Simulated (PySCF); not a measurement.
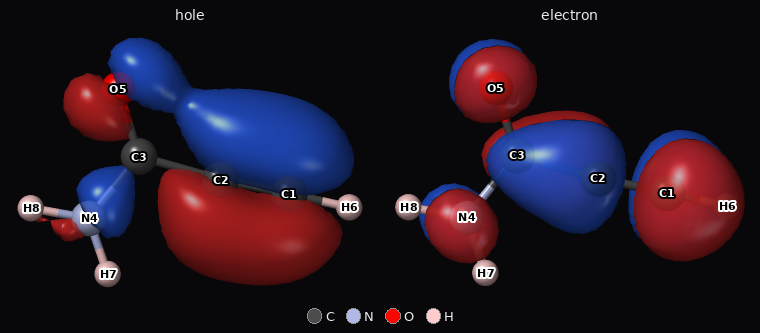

Figure. C3H3NO, SMILES `C#CC(N)=O`. Leading natural transition orbital pair of S₂ (TDA singlet states); the surfaces enclose about 85 % of each orbital's density.

PySCF calculation, CAM-B3LYP/def2-SVP, gas phase; geometry: GFN2-xTB. No frequency check shows the geometry to be a minimum. Without diffuse functions Rydberg states are missing, so the states' numbers hold for this basis only.

Cartesian coordinates (Å):

```
C1      -2.1588    0.0599    0.0000
C2      -0.9605    0.0106    0.0000
C3       0.4802   -0.1495    0.0000
N4       1.1441    1.0335    0.0000
O5       1.0275   -1.2274    0.0000
H6      -3.2077    0.1211    0.0000
H7       0.6625    1.9145    0.0000
H8       2.1506    1.0230    0.0000
```

### Give its energy and the atoms that hole and electron lie on.

6.09 eV (204 nm), f = 0.000 (very weak); the leading pair carries 96 %; hole on C1 and C2 (39 % each) and O5 (10 %), electron on C1 (31 %), C2 (23 %) and C3 (19 %); their centroids lie 0.4 Å apart. In canonical orbitals it is mainly HOMO−3 → LUMO (94 %). The HOMO–LUMO gap is 9.55 eV.
